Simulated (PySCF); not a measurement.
# SiH2F (SMILES F[SiH2]): UMP2/STO-6G

Aim: the energy change on altering one bond length of SiH2F at UMP2/STO-6G, from 2 runs. The job is set up through a Python script.

The calculation is run with PySCF 2.14.0.

10 further runs of the same task are left out: 10 set aside as unsound or not needed.

### Step 1. Starting point

SiH2F has 4 atoms, charge 0, and is taken as a doublet. SMILES: `F[SiH2]`. Geometry: relaxed at GFN2-xTB.

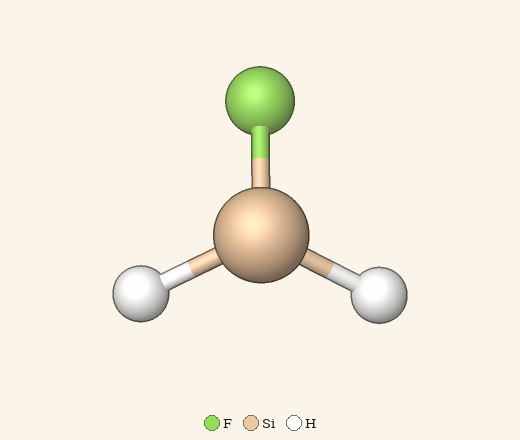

Viewed from a chosen angle; fluorine green, silicon light orange, hydrogen white.

### Step 2. A single-point energy at UMP2/STO-6G

Contents of start.xyz:

```xyz
4

F      1.205590     0.647540    -0.425510
Si    -0.122150    -0.264920    -0.246870
H     -1.219930     0.678520    -0.261640
H      0.136490    -1.061140     0.934020
```

Contents of calc.py:

```python
# F[SiH2]
from pyscf import gto, mp

mol = gto.M(
    atom='start.xyz',
    verbose=3,
    spin=1,
    max_memory=1860,
    basis='sto-6g',
)

hf = mol.UHF()
hf.conv_tol = 1e-10
hf.kernel()
if not hf.converged:
    hf = hf.newton().run(hf.mo_coeff, hf.mo_occ)

pt = mp.MP2(hf, frozen=6).run()
energy = pt.e_tot
print(f'total energy: {energy:.8f} hartree')
```

Run with:

```
$ OMP_NUM_THREADS=1 python calc.py
```

Output:

```text
converged SCF energy = -387.968388795429  <S^2> = 0.75156017  2S+1 = 2.0015596
E(UMP2) = -388.01373580632  E_corr = -0.0453470108908258
E(SCS-UMP2) = -388.018884181454  E_corr = -0.0504953860244901
total energy: -388.01373581 hartree
```

Run time: 1.4 s. Hardware: 1 thread of Arm Neoverse N1, shared host; peak memory 0.12 GiB.

### Step 3. The distorted shape, same level

Contents of run.py:

```python
from pyscf import gto, scf, mp

mol = gto.Mole()
mol.atom = [
    ('F', (0.740038, 2.080735, -2.551110)),
    ('Si', (-0.587702, 1.168275, -2.372470)),
    ('H', (-1.685482, 2.111715, -2.387240)),
    ('H', (0.136490, -1.061140, 0.934020)),
]
mol.max_memory = 1860
mol.spin = 1
mol.charge = 0
mol.basis = 'sto-6g'
mol.verbose = 3
mol.build()

calc0 = scf.UHF(mol)
calc0.conv_tol = 1e-10
calc0.kernel()
if not calc0.converged:
    calc0 = calc0.newton().run(calc0.mo_coeff, calc0.mo_occ)

pt = mp.MP2(calc0, frozen=6).run()
e_tot = pt.e_tot
print('Final energy', e_tot)
```

Run with:

```
$ OMP_NUM_THREADS=1 python run.py
```

Output:

```text
SCF not converged.
SCF energy = -387.847528755568 after 50 cycles  <S^2> = 0.75262012  2S+1 = 2.0026184
converged SCF energy = -387.847541416491  <S^2> = 0.76528006  2S+1 = 2.0152221
E(UMP2) = -387.8977694742  E_corr = -0.0502280577090743
E(SCS-UMP2) = -387.901563139575  E_corr = -0.0540217230842565
Final energy -387.8977694741996
```

Wall time 1.6 s (1 thread of Arm Neoverse N1, shared host); peak memory 0.12 GiB.

### Step 4. What came out

Level: UMP2/STO-6G, 6 core orbitals frozen.

| quantity | value |
| --- | --- |
| first shape: total energy | -388.01374 Eh |
| first shape: dipole moment (Hartree–Fock density) | 1.63 D |
| first shape: HOMO energy (Hartree–Fock orbitals) (highest over α and β) | -6.48 eV |
| first shape: LUMO energy (Hartree–Fock orbitals) (lowest over α and β) | 6.22 eV |
| first shape: correlation energy (6 core orbitals frozen) | -45.3 mEh |
| first shape: ⟨S²⟩ of the reference determinant | 0.752 |
| distorted shape: total energy | -387.89777 Eh |
| distorted shape: dipole moment (Hartree–Fock density) | 0.68 D |
| distorted shape: HOMO energy (Hartree–Fock orbitals) (highest over α and β) | -6.06 eV |
| distorted shape: LUMO energy (Hartree–Fock orbitals) (lowest over α and β) | 6.34 eV |
| distorted shape: correlation energy (6 core orbitals frozen) | -50.2 mEh |
| distorted shape: ⟨S²⟩ of the reference determinant | 0.765 |
| energy change with the Si2–H4 bond stretched from 1.448 to 4.053 Å | 3.156 eV |

What this shows: With the Si2–H4 bond stretched from 1.448 to 4.053 Å the energy rises by 3.16 eV (304 kJ/mol). The first shape isn't relaxed at this level, so the change isn't measured from a minimum. The minimal basis adds a large error of its own. Mulliken charges (distorted shape) of the mean-field density run from -0.35 on F1 to +0.60 on Si2.
